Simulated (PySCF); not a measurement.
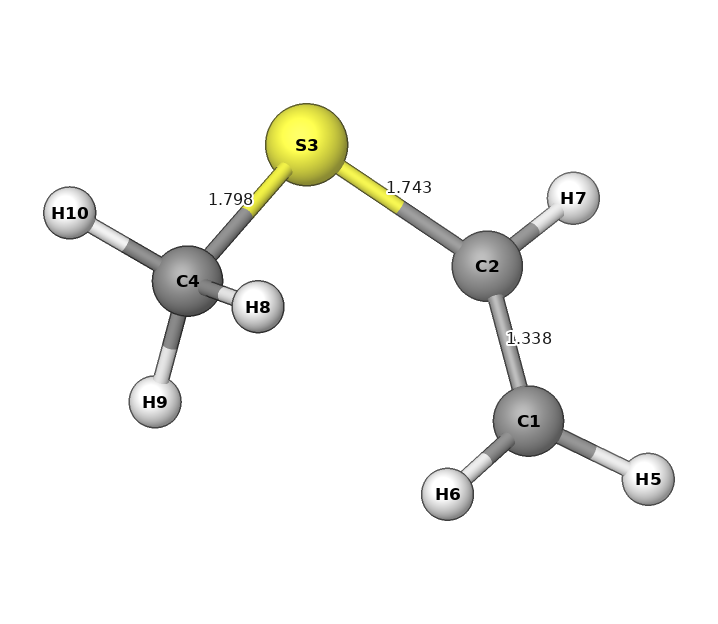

The numbers beside the sticks are distances in Å. Sticks don't show bond order. The computed structure is the end point of a PBE0-D3(BJ)/def2-SVP optimisation. No frequency run is at hand to confirm it as a minimum.

Assign a bond order to each marked bond.

Answer. C1–C2 double; C2–S3 single; S3–C4 single.

Write the SMILES.

Answer. C=CSC
